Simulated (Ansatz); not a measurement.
# Lattice dynamics of SnAu2 (built on the sites of a database entry of HfAu2)

How does SnAu2 (built on the sites of a database entry of HfAu2) vibrate, and is this structure a minimum?

Calculated with Ansatz 0.2.0; DFT PBEsol, scalar-relativistic, plane waves, PAW.

The structure was built from a prototype and need not be the compound's stable phase.

**1. The structure**

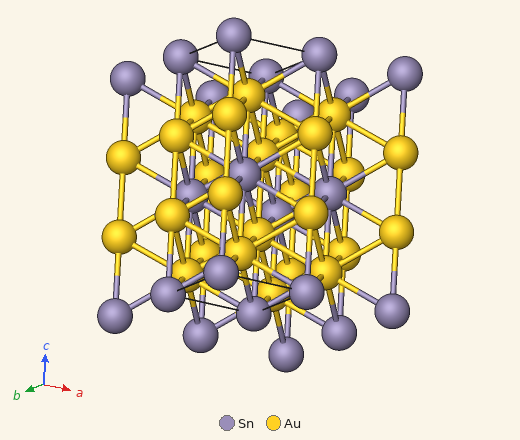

The cell as given, from a free direction (tin purple, gold yellow). 2×2×1 cells are drawn. This picture shows the conventional cell, with its axes. Some periodic images of atoms are drawn too.

**2. Rough relaxation**

The start is far from rest, so a relaxation with loose tolerances brings it close first.

Input file input.yaml:

```yaml
crystal:
  lattice:
    - [-1.63764, 1.63764, 4.02404]
    - [1.63764, -1.63764, 4.02404]
    - [1.63764, 1.63764, -4.02404]
  atoms:
    - { symbol: Sn, position: [0.0, 0.0, 0.0] }
    - { symbol: Au, position: [0.66735012, 0.66735012, 0.0] }
    - { symbol: Au, position: [0.33264988, 0.33264988, 0.0] }
kpoints:
  mp_grid: { grid: [8, 8, 8] }
hamiltonian:
  xc: pbesol
scf:
  occupations: { method: gaussian, width: 0.1 }
output:
  forces: true
  stress: true
  eigenvalues: true
relax:
  adjacent_minimum: "off"
  f_tol: 0.05
  max_steps: 80
  cell: { stress_tol: 0.5 }
```

Command:

```
ansatz run input.yaml --threads 8 --pin off --max-ram 14336MiB --backend cpu --events-out ev --progress --plain --runs-dir out
```

Numbers of over 12 decimals in the logs are rounded to 6 here.

Output:

```text
The last accepted step is kept in <dir> (removed where the run ends without a failure and the disk answers)
[...]
F+E_penalty+E_count = -31964.29205971 eV   max|allowed force component| = 2.453e-3 eV/Å   (the final SCF, on the basis selected at the relaxed cell)
  cell:  # Å, volume = 58.2042 Å³
    - [-1.866919, 1.866919, 4.174878]
    - [1.866919, -1.866919, 4.174878]
    - [1.866919, 1.866919, -4.174878]
  atoms:
    - { symbol: Sn, position: [0, 0, 0] }
    - { symbol: Au, position: [0.667701, 0.667701, 0] }
    - { symbol: Au, position: [0.332299, 0.332299, 0] }
[key lines of the parts left out:]
SCF converged after 5 iterations
Free energy (F): -31964.292060 eV
Fermi energy:    17.295535 eV
P = ⅓ Tr σ = 0.1655 GPa (1.655 kbar)
```

It took 5.2 s on 8 threads of Intel Xeon Platinum 8488C (Sapphire Rapids), shared host; peak memory 0.55 GiB.

The steps of the relaxation:

| step | energy less that of the first step (eV) | largest force component (eV/Å) | pressure (GPa) | volume (Å³) |
| --- | --- | --- | --- | --- |
| 1 | 0.0000 | 0.0080 | 75.45 | 43.17 |
| 2 | -1.9176 | 0.0095 | 26.80 | 49.57 |
| 3 | -2.3979 | 0.0102 | 9.08 | 53.99 |
| 4 | -2.4957 | 0.0136 | -3.46 | 59.24 |
| 5 | -2.5170 | 0.0214 | -1.47 | 58.32 |
| 6 | -2.5212 | 0.0012 | 0.13 | 57.60 |
| 7* | -2.5490 | 0.0042 | 0.97 | 57.60 |
| 8 | -2.5523 | 0.0025 | 0.17 | 58.20 |
| 9* | -2.5525 | 0.0025 | 0.17 | 58.20 |

Relaxation steps marked * repeat the geometry before them on a plane-wave basis chosen anew for their cell, so energy and pressure can jump there.

Forces are held to the 16 operations that the run works with; a distortion that breaks them can't arise in this run.

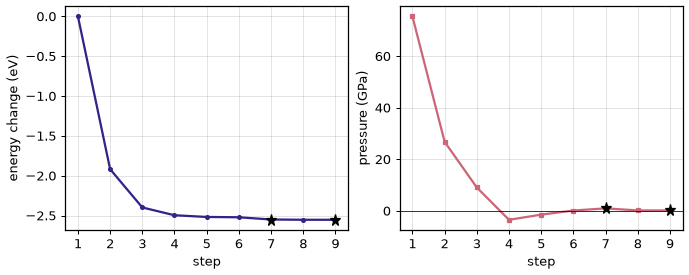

Energy and pressure along the relaxation. Stars mark steps on a basis chosen anew.

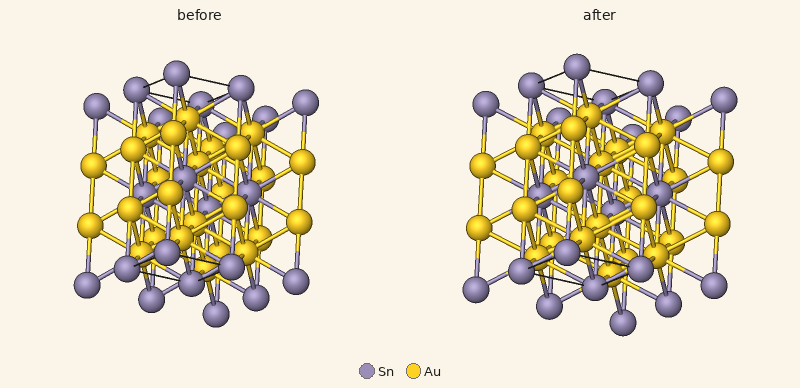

The structure before and after the relaxation, drawn at the same scale.

| cell as run | before | after | change |
| --- | --- | --- | --- |
| a (Å) | 4.643 | 4.940 | +6.4 % |
| b (Å) | 4.643 | 4.940 | +6.4 % |
| c (Å) | 4.643 | 4.940 | +6.4 % |
| α (°) | 138.69 | 135.59 | -2.2 % |
| β (°) | 138.69 | 135.59 | -2.2 % |
| γ (°) | 59.84 | 64.62 | +8.0 % |
| volume (Å³/atom) | 14.39 | 19.40 | +34.8 % |

Final coordinates:

```cif
data_structure
_symmetry_space_group_name_H-M 'P 1'
_symmetry_Int_Tables_number 1
_cell_length_a 4.9397
_cell_length_b 4.9397
_cell_length_c 4.9397
_cell_angle_alpha 135.587
_cell_angle_beta 135.587
_cell_angle_gamma 64.619
_cell_volume 58.20
loop_
_atom_site_label
_atom_site_type_symbol
_atom_site_fract_x
_atom_site_fract_y
_atom_site_fract_z
_atom_site_occupancy
Sn1 Sn 0.00000 0.00000 0.00000 1
Au2 Au 0.66770 0.66770 0.00000 1
Au3 Au 0.33230 0.33230 0.00000 1
```

This step gave:

```
pressure          : 0.1655 GPa
volume per atom   : 19.40 Å³
gap on the k-mesh : 0 eV
```

In this step the volume went from 14.39 to 19.40 Å³/atom.

**3. Bringing the structure to rest**

The cell and atoms are relaxed, since residual forces and stress would shift the frequencies.

input.yaml, the sections that differ from step 2:

```yaml
crystal:
  lattice:
    - [-1.8669187895, 1.8669187895, 4.1748776562]
    - [1.8669187895, -1.8669187895, 4.1748776562]
    - [1.8669187895, 1.8669187895, -4.1748776562]
  atoms:
    - { symbol: Sn, position: [0.0, 0.0, 0.0] }
    - { symbol: Au, position: [0.6677007702, 0.6677007702, 0.0] }
    - { symbol: Au, position: [0.3322992298, 0.3322992298, 0.0] }
kpoints:
  mp_grid: { grid: [16, 16, 16] }
relax:
  adjacent_minimum: "off"
  f_tol: 0.005
  max_steps: 80
  cell: { stress_tol: 0.05 }
# hamiltonian, scf, output: as in step 2
```

Output:

```text
[...]
Crystal: 3 atoms, lattice volume = 58.204 Å³
Basis set: ecut = 420 eV, 1161 PW (Γ), exchange–correlation on 72×72×72 points (8 copies of the dense FFT grid, shifted against one another)
Bands: 32, of which v1, the nominal top of the filled ones, is band 26 counted from 1 (25 counted from 0)
Symmetry: 16 space group operations
[...]
k-points: 349 of 4096
[...]
--- Relaxed structure (4 steps of the walk, 4 accepted, 1 SCFs on fresh bases) ---
[...]
cell:  # Å, volume = 58.1887 Å³
    - [-1.856200, 1.856200, 4.222107]
    - [1.856200, -1.856200, 4.222107]
    - [1.856200, 1.856200, -4.222107]
  atoms:
    - { symbol: Sn, position: [0, 0, 0] }
    - { symbol: Au, position: [0.668079, 0.668079, 0] }
    - { symbol: Au, position: [0.331921, 0.331921, 0] }
[key lines of the parts left out:]
SCF converged after 5 iterations
Free energy (F): -31964.301757 eV
Fermi energy:    17.348604 eV
P = ⅓ Tr σ = 0.0137 GPa (0.137 kbar)
```

It took 12 s on 8 threads; peak memory 0.9 GiB.

The steps of the relaxation:

| step | energy less that of the first step (eV) | largest force component (eV/Å) | pressure (GPa) | volume (Å³) |
| --- | --- | --- | --- | --- |
| 1 | 0.0000 | 0.0431 | 0.41 | 58.20 |
| 2 | -0.0022 | 0.0488 | -0.51 | 58.53 |
| 3 | -0.0032 | 0.0205 | 0.05 | 58.17 |
| 4 | -0.0033 | 0.0028 | 0.02 | 58.19 |
| 5* | -0.0033 | 0.0027 | 0.01 | 58.19 |

Relaxation steps marked * repeat the geometry before them on a plane-wave basis chosen anew for their cell, so energy and pressure can jump there.

Forces are held to the 16 operations that the run works with; a distortion that breaks them can't arise in this run.

| conventional cell, symmetrised | before | after | change |
| --- | --- | --- | --- |
| a (Å) | 3.734 | 3.712 | -0.6 % |
| b (Å) | 3.734 | 3.712 | -0.6 % |
| c (Å) | 8.350 | 8.444 | +1.1 % |
| volume (Å³/atom) | 19.40 | 19.40 | -0.0 % |

The relaxed structure:

```cif
data_structure
_symmetry_space_group_name_H-M 'P 1'
_symmetry_Int_Tables_number 1
_cell_length_a 4.9716
_cell_length_b 4.9716
_cell_length_c 4.9716
_cell_angle_alpha 136.154
_cell_angle_beta 136.154
_cell_angle_gamma 63.742
_cell_volume 58.19
loop_
_atom_site_label
_atom_site_type_symbol
_atom_site_fract_x
_atom_site_fract_y
_atom_site_fract_z
_atom_site_occupancy
Sn1 Sn 0.00000 0.00000 0.00000 1
Au2 Au 0.66808 0.66808 0.00000 1
Au3 Au 0.33192 0.33192 0.00000 1
```

Numbers from this step:

```yaml
pressure: 0.01367 GPa
```

In this step the volume went from 19.40 to 19.40 Å³/atom.

**4. Relaxing to small forces for the phonons**

Phonons need a cell at rest on their own settings, so the relaxation is repeated with tight tolerances on forces and stress on the k mesh and occupations of the first response run.

Input file input.yaml:

```yaml
crystal:
  lattice:
    - [-1.8562000127, 1.8562000127, 4.2221065321]
    - [1.8562000127, -1.8562000127, 4.2221065321]
    - [1.8562000127, 1.8562000127, -4.2221065321]
  atoms:
    - { symbol: Sn, position: [0.0, 0.0, 0.0] }
    - { symbol: Au, position: [0.6680791496, 0.6680791496, 0.0] }
    - { symbol: Au, position: [0.3319208504, 0.3319208504, 0.0] }
kpoints:
  mp_grid: { grid: [16, 16, 16] }
hamiltonian:
  xc: pbesol
scf:
  occupations: { method: methfessel_paxton, width: 0.2 }
output:
  forces: true
  stress: true
  eigenvalues: true
relax:
  adjacent_minimum: "off"
  f_tol: 0.001
  max_steps: 60
  cell: { stress_tol: 0.01 }
```

Output:

```text
[...]
Crystal: 3 atoms, lattice volume = 58.189 Å³
Basis set: ecut = 420 eV, 1147 PW (Γ), exchange–correlation on 72×72×72 points (8 copies of the dense FFT grid, shifted against one another)
Bands: 32, of which v1, the nominal top of the filled ones, is band 26 counted from 1 (25 counted from 0)
Symmetry: 16 space group operations
[...]
k-points: 349 of 4096
[...]
--- Relaxed structure (3 steps of the walk, 3 accepted, 1 SCFs on fresh bases) ---
[...]
cell:  # Å, volume = 58.1844 Å³
    - [-1.855766, 1.855766, 4.223768]
    - [1.855766, -1.855766, 4.223768]
    - [1.855766, 1.855766, -4.223768]
  atoms:
    - { symbol: Sn, position: [0, 0, 0] }
    - { symbol: Au, position: [0.668049, 0.668049, 0] }
    - { symbol: Au, position: [0.331951, 0.331951, 0] }
[key lines of the parts left out:]
SCF converged after 5 iterations
Free energy (F): -31964.299779 eV
Fermi energy:    17.350415 eV
P = ⅓ Tr σ = 0.0003 GPa (0.003 kbar)
```

Run time: 10 s. Hardware: 8 threads; peak memory 0.89 GiB; 70 s of CPU time.

Little changed from the start: no atom moved by 0.005 Å and no cell edge by 0.1 %.

Numbers from this step:

- pressure: 3.06e-4 GPa
- volume per atom: 19.39 Å³

The largest force component left is 0.17 meV/Å and the pressure is 0.000 GPa, within the tolerances set. The cell now holds 19.39 Å³/atom.

**5. Linear response at the zone centre**

The zone centre comes first: it holds the modes that light can see, as far as symmetry allows. No field response is asked, since the mesh shows no gap.

input.yaml, the sections that differ from step 4:

```yaml
crystal:
  lattice:
    - [-1.8557664721, 1.8557664721, 4.2237681773]
    - [1.8557664721, -1.8557664721, 4.2237681773]
    - [1.8557664721, 1.8557664721, -4.2237681773]
  atoms:
    - { symbol: Sn, position: [0.0, 0.0, 0.0] }
    - { symbol: Au, position: [0.6680494542, 0.6680494542, 0.0] }
    - { symbol: Au, position: [0.3319505458, 0.3319505458, 0.0] }
output:
  eigenvalues: true
phonons:
  method: dfpt
# kpoints, hamiltonian, scf: as in step 4
# relax: removed
```

Output:

```text
zone centre: on kpoints.mp_grid the ground state, and the responses unless they are solved on pairs of k-points, stand on 621 of the mesh's 4096 k-points, reduced under 4 symmetry operations, with k and −k counted as one. Each operation leaves every solved displacement unchanged or reverses it
[...]
Crystal: 3 atoms, lattice volume = 58.184 Å³
Basis set: ecut = 420 eV, 1147 PW (Γ), exchange–correlation on 72×72×72 points (8 copies of the dense FFT grid, shifted against one another)
Bands: 32, of which v1, the nominal top of the filled ones, is band 26 counted from 1 (25 counted from 0)
Symmetry: 16 space group operations
k-points: 621 of 4096 (irreducible under 4 space group operations, time reversal used)
[...]
SCF iter   1: F=—  HF=-31964.303756 eV  |F-HF|=—  |Δ(HF+E_count)|=         —  Δρ=4.64e-3  dr2=1.09e-2  ethr=1.77e-3  ⟨swp⟩=5.9  Hψ=75555  notcnv=0  defer=4
[...]
SCF iter  10: F=-31964.299779 eV  HF=-31964.299779 eV  |F-HF|=3.64e-12  |Δ(HF+E_count)|=  3.64e-12  S|Δr|=    0.00e0  Δρ=3.42e-8  dr2=5.79e-13  ethr=1.00e-12  ⟨swp⟩=9.4  Hψ=98817  notcnv=0
SCF 1 converged in 10 iterations: F = -31964.299779 eV  dr2 = 5.79e-13
[...]
DFPT response loops at Γ: preconditioner auto → Kerker (q_TF=auto, 2.678 Å⁻¹) (partly filled bands, converged f_vac=0.000); β = 1.00, the filter's whole step (`scf.mixing.beta` (0.50) is not read by the response loops under this deck's `scf.mixing.preconditioner`; to damp them name `kerker` or `kerker_dos`, under which they read `scf.mixing.beta`, and type it under 1.00, their step now; both keys bind the ground state too); Broyden in place of MSR1
SCF converged after 10 iterations
[...]
Free energy (F): -31964.299779 eV
[...]
Internal energy: -31964.300195 eV  (E = F + TS)
E sigma→0 (E₀):  -31964.299883 eV
Entropy (-TS):   0.000416 eV (0.139 meV/atom)
Fermi energy:    17.350414 eV
[...]
--- Band table (eV; the first three rows and the last of 621) ---
  k-point 0: bands = [... 22 lower, 13.2802, 14.1873, 16.8286, 18.9354, 21.2167, 21.2167, 21.2551, 22.4570, ... 2 higher]
  k-point 1: bands = [... 22 lower, 13.3379, 14.2144, 16.9831, 18.9987, 19.8002, 20.9527, 21.1803, 22.7313, ... 2 higher]
  k-point 2: bands = [... 22 lower, 13.4578, 14.2777, 17.3498, 18.5700, 19.1589, 19.9900, 20.3874, 22.1440, ... 2 higher]
  k-point 620: bands = [... 22 lower, 13.7422, 14.0693, 14.1310, 17.8853, 17.8853, 20.3508, 24.8031, 25.1999, ... 2 higher]
--- Phonons (Γ-DFPT): 4 representative perturbations + reference, on 621 of 4096 k-points (Σ response iterations 12) ---
  k mesh reduced under 4 symmetry operations, with k and −k counted as one. Each operation leaves every solved displacement unchanged or reverses it
  ASR residual: 7.224e-5 → 0.000e0 eV/Å²; symmetrization residual: 9.263e-6 eV/Å²
  ASR residual per site (eV/Å²): 1.33e-5 7.22e-5 7.22e-5
  Γ frequencies (cm⁻¹): 0.00 0.00 0.00 72.79 72.79 75.83 75.83 120.92 138.87
  non-analytic LO–TO correction: not included (Born effective charges unavailable; polar crystals: no LO–TO splitting at Γ)
```

Elapsed: 56 s, on 8 threads; peak memory 3.2 GiB; 6.3 min of CPU time.

Reading the cycles: dr2 is the Hartree energy of the density residual (eV), the measure of convergence; HF is the Harris–Foulkes estimate of the energy, which meets the free energy F at convergence.

Numbers from this step:

| Item | Value |
| --- | --- |
| sum-rule residual before enforcement | 7.22e-5 eV/Å² |
| point group | 4/mmm |
| highest optical mode at the zone centre (no LO-TO term) | 138.9 cm⁻¹ |
| lowest optical zone-centre mode | 72.79 cm⁻¹ |

Patterns of degenerate modes are one choice out of their space. Modes at Γ, with each element's share of the kinetic energy:

| mode | frequency (cm⁻¹) | symmetry | Sn % | Au % |
| --- | --- | --- | --- | --- |
| 1 | 0.0 | acoustic | 23 | 77 |
| 2 | 0.0 | acoustic | 23 | 77 |
| 3 | 0.0 | acoustic | 23 | 77 |
| 4 | 72.8 | Eu | 77 | 23 |
| 5 | 72.8 | Eu | 77 | 23 |
| 6 | 75.8 | Eg | 0 | 100 |
| 7 | 75.8 | Eg | 0 | 100 |
| 8 | 120.9 | A1g | 0 | 100 |
| 9 | 138.9 | A2u | 77 | 23 |

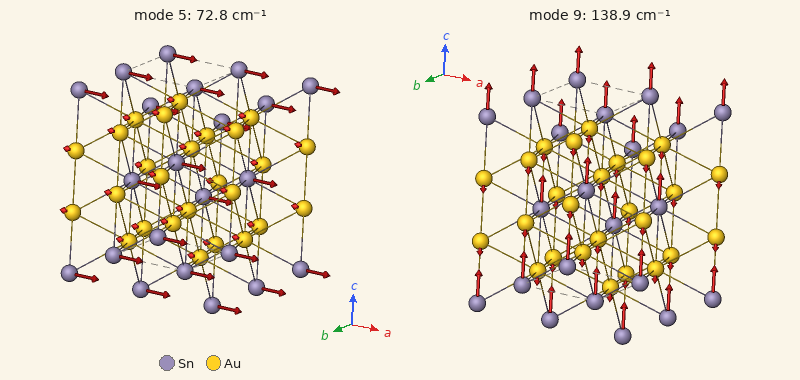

Displacement patterns of modes 5 and 9 at Γ; arrows are exaggerated. 2×2×1 conventional cells are drawn. Some periodic images of atoms are drawn too.

Before it was imposed, the acoustic sum rule was missed by 7.2e-5 eV/Å². Small misses are needed for a sound result but don't prove that mesh and cutoff are converged. The lowest optical mode is real, 72.8 cm⁻¹.

(Continued in part 2 of 2.)

[Logs are printed without paths, hosts, clocks, repeated set-up lines and the standing remarks that a program may print on its own settings, such as how far it seeks lower states.]

[Hosts, paths, dates, database ids (printed as entryN), source tags and the programs' standing remarks are cut or masked in the printed files.]
